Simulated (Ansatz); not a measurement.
Electronic density of states of amorphous Ti$_{20}$O$_{41}$Cu$_{2}$, density 3.74 g/cm³, on a 2×2×2 Γ-centred mesh with a Gaussian width of 0.1 eV; energies count from the Fermi level, whose place inside the gap is arbitrary. Cell and mesh are small, so fine structure isn't converged. Calculation: PBE, scalar-relativistic without spin-orbit coupling (plane waves to 420 eV, PAW; Ansatz, an electronic-structure program). Sampling: a 2×2×2 Γ-centred mesh; Fermi-Dirac width 0.02 eV; no spin polarisation. At PBE the levels at the filled edge of the gap are localised (band-tail or defect states), and the nearest spread-out levels lie 2.8 eV apart at the zone centre.

It comes from a melt-quench run on a machine-learned potential (CHGNet), relaxed afterwards by DFT. O atoms were pushed apart under 1.9 Å during the dynamics, to hinder bonds among them. The hot cell started wider than the set density and was brought back towards it in steps. It is the lowest in DFT energy of 2 quenches. It is a model cell: composition and starting density were chosen by hand, and all elements were melted together. No dispersion term was used. Its density started from a set value of 3.74 and ended at 3.74 g/cm³. The quench (nominally 300 K/ps over its main leg) was far faster than any real one, so the model tends to hold more defects than a real film. A cell of this size samples the disorder only roughly. The volume was held where the preparation left it and the shape relaxed, at a PBE pressure of 0.4 GPa. On a 2×2×2 Γ-centred mesh force components of up to 0.12 eV/Å stay, since the relaxation ran on the zone centre alone.

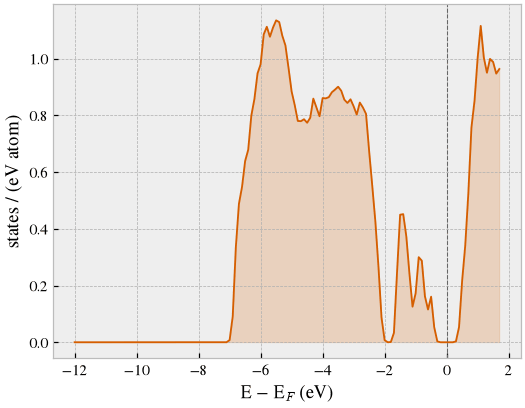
Figure: Density of states per atom

The level gap on this mesh is 0.99 eV; the broadening fills part of it in the curve.
